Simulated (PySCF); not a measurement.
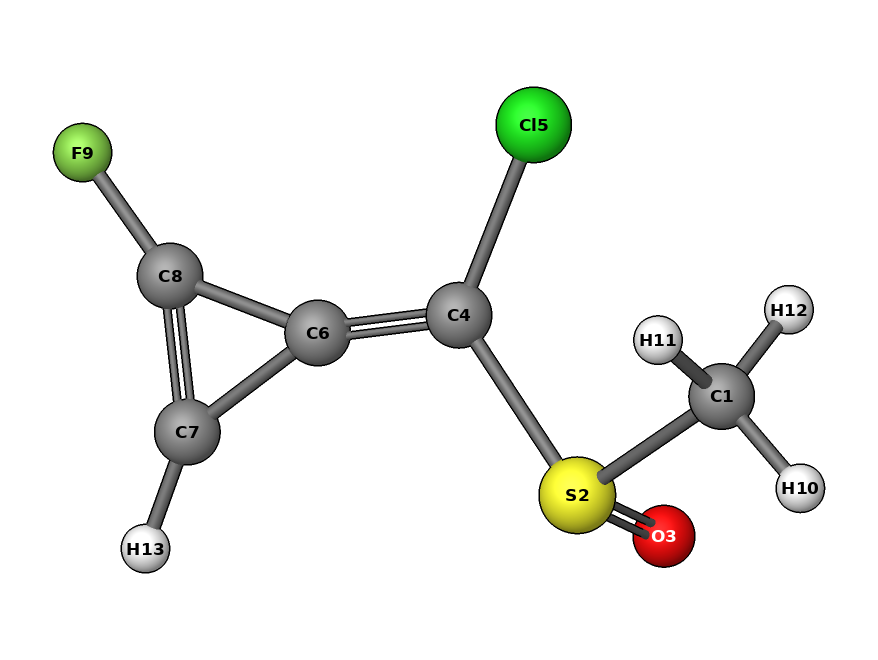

The questions are on isotropic NMR shieldings of the C atoms. Geometry: an image of a reaction path computed with GFN2-xTB, not a minimum. Method: GIAO PBE0/pcSseg-1 NMR shielding, non-relativistic, gas phase (PySCF 2.14.0).

Q: Which C atom is the most shielded (lowest chemical shift)?

A: C1 (140.9 ppm).

Q: Which C atom is the least shielded (highest chemical shift)?

A: C8 (23.1 ppm).

Q: How wide is the range of C shifts?

A: 117.8 ppm.

List the isotropic NMR shieldings of the C atoms.

| atom | σ (ppm) |
| --- | --- |
| C1 | 140.9 |
| C4 | 71.0 |
| C6 | 59.1 |
| C7 | 78.7 |
| C8 | 23.1 |
